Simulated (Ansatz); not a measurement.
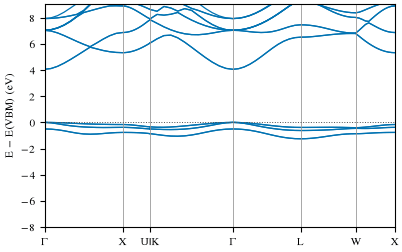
*Band structure from PBEsol with spin–orbit coupling (plane waves, PAW; program Ansatz)*

Question: Read off the gap and where the band edges lie.

Answer: About 4.1 eV (4.06 eV by a search for the band edges); maximum at Γ, minimum at Γ.

The material is RbBr (rock salt, Fm-3m).

Symmetry was held in the PBEsol relaxation.

Potentials: the later of the program's two PAW sets.
